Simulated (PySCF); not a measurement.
**BH3O (SMILES BO) at MP2/STO-6G**

What is the vertical singlet–triplet gap of BH3O at MP2/STO-6G? The job is set up through a Python script.

Program for the calculation: PySCF 2.14.0.

8 further runs of the same task are left out: 8 set aside as unsound or not needed.

## 1. The molecule

BH3O has 5 atoms, charge 0, and is taken as a singlet. SMILES: `BO`. The coordinates come from a PBE0-D4/def2-TZVP relaxation.

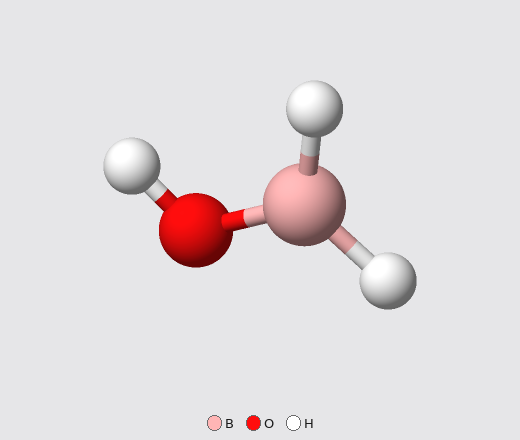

Viewed from a chosen angle; boron pink, oxygen red, hydrogen white.

## 2. The energy at MP2/STO-6G

Input file input.py:

```python
from pyscf import gto, scf, mp

system = gto.M(
    atom='''
B       -0.226600      -0.352800       0.074700
O        0.413500       0.801800       0.345900
H       -0.820300      -0.865500       0.977800
H       -0.190600      -0.828900      -1.028100
H        0.874000       1.171800      -0.411700
''',
    verbose=3,
    basis='sto-6g',
    charge=0,
    max_memory=1860,
)

hf = scf.RHF(system)
hf.conv_tol = 1e-10
hf.kernel()
if not hf.converged:
    hf = hf.newton().run(hf.mo_coeff, hf.mo_occ)

pt = mp.MP2(hf, frozen=2).run()
e_tot = pt.e_tot
print('E(%s) = %.9f' % ('MP2', e_tot))
```

Run with:

```
$ OMP_NUM_THREADS=1 python input.py
```

What it wrote:

```text
converged SCF energy = -100.952547028452
E(RMP2) = -101.036464079586  E_corr = -0.0839170511345531
E(SCS-RMP2) = -101.042722766763  E_corr = -0.0901757383110661
E(MP2) = -101.036464080
```

Run time: 0.84 s. Hardware: 1 thread of Arm Neoverse V1, shared host; peak memory 0.12 GiB.

## 3. The triplet, same level

Input file mol.xyz:

```xyz
5

B     -0.226600    -0.352800     0.074700
O      0.413500     0.801800     0.345900
H     -0.820300    -0.865500     0.977800
H     -0.190600    -0.828900    -1.028100
H      0.874000     1.171800    -0.411700
```

Input file run.py:

```python
from pyscf import gto, scf, mp

mol = gto.Mole()
mol.atom = 'mol.xyz'
mol.max_memory = 1860
mol.verbose = 3
mol.charge = 0
mol.spin = 2
mol.basis = 'sto-6g'
mol.build()

mf = scf.UHF(mol)
mf.conv_tol = 1e-10
mf.kernel()
if not mf.converged:
    mf = mf.newton().run(mf.mo_coeff, mf.mo_occ)

pt = mp.MP2(mf, frozen=2).run()
etot = pt.e_tot
print(f'total energy: {etot:.8f} hartree')
```

Run with:

```
$ OMP_NUM_THREADS=1 python run.py
```

What it wrote:

```text
WARN: HOMO 0.18188419647162 >= LUMO -0.308144186371309

converged SCF energy = -100.681234180011  <S^2> = 2.009381  2S+1 = 3.0062475
E(UMP2) = -100.741931456282  E_corr = -0.0606972762708396
E(SCS-UMP2) = -100.74671992894  E_corr = -0.0654857489292915
total energy: -100.74193146 hartree
```

It took 0.9 s on 1 thread of Arm Neoverse V1, shared host; peak memory 0.12 GiB.

## 4. What came out

At MP2/STO-6G, 2 core orbitals frozen:

```
                                                           quantity          value
                                              singlet: total energy  -101.03646 Eh
                      singlet: dipole moment (Hartree–Fock density)         1.54 D
                       singlet: HOMO energy (Hartree–Fock orbitals)      -10.86 eV
                       singlet: LUMO energy (Hartree–Fock orbitals)        8.16 eV
                     singlet: HOMO–LUMO gap (Hartree–Fock orbitals)       19.02 eV
               singlet: correlation energy (2 core orbitals frozen)      -83.9 mEh
                                              triplet: total energy  -100.74193 Eh
                      triplet: dipole moment (Hartree–Fock density)         4.04 D
triplet: HOMO energy (Hartree–Fock orbitals) (highest over α and β)       -3.33 eV
 triplet: LUMO energy (Hartree–Fock orbitals) (lowest over α and β)        1.25 eV
               triplet: correlation energy (2 core orbitals frozen)      -60.7 mEh
                         triplet: ⟨S²⟩ of the reference determinant          2.009
                   vertical energy of the triplet above the singlet       8.015 eV
```

What this shows: At this shape the triplet lies 8.01 eV (185 kcal/mol) above the singlet. In a minimal basis such a difference can be off by several eV, whatever the method. Mulliken charges (triplet) of the mean-field density run from -0.12 on O2 to +0.33 on H5.
